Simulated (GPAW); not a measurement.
Band structure of LaB₆ (Pm-3m, 7 atoms in the cell).

```xyz
7
Lattice="4.1821 0.0000 0.0000 0.0000 4.1821 0.0000 0.0000 0.0000 4.1821" Properties=species:S:1:pos:R:3 pbc="T T T"
La     0.0000     0.0000     0.0000
B      3.3462     2.0910     2.0910
B      0.8359     2.0910     2.0910
B      2.0910     3.3462     2.0910
B      2.0910     0.8359     2.0910
B      2.0910     2.0910     3.3462
B      2.0910     2.0910     0.8359
```

Level of theory: PBE, GPAW PAW datasets PBE (gpaw-data 1.0.1) (plane waves; GPAW).

Settings: mode = pw; ecut = 950 eV; xc = PBE; kpts = 11 11 11; mesh shift (steps) = 0 0 0; occupations.name = fermi-dirac; occupations.width = 0.1 eV; nbands = -15; convergence.density = 1e-05 e/electron; convergence.energy = 1e-05 eV/electron; symmetry.symmorphic = false; symmetry.tolerance = 0.0005; maxiter = 150; bandpath_npoints = 40.

The starting cell comes from a database of computed structures (which also holds hypothetical and non-ambient phases and stackings), without a prior relaxation at this level. Its lattice was rescaled by a random factor within 2.5 % of one.

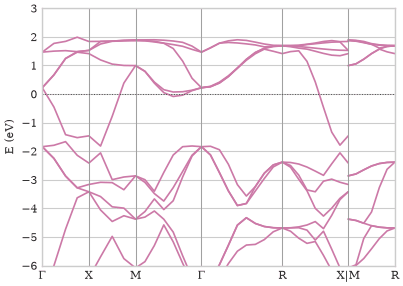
*Bands along the path, energies from the Fermi level.*

Levels in eV from the Fermi level, bands 11 to 18:
| point | 11 | 12 | 13 | 14 | 15 | 16 | 17 | 18 |
|---|---|---|---|---|---|---|---|---|
| Γ | -6.92 | -1.84 | -1.84 | -1.84 | 0.22 | 0.22 | 0.22 | 1.47 |
| X | -3.42 | -3.42 | -3.16 | -2.42 | -1.46 | 1.41 | 1.53 | 1.53 |
| M | -4.38 | -4.38 | -2.86 | -2.86 | 0.99 | 0.99 | 1.86 | 1.89 |
| R | -4.69 | -2.38 | -2.38 | -2.38 | 1.41 | 1.69 | 1.69 | 1.69 |

Bands cross the Fermi level along this path, so the cell is metallic at this level.
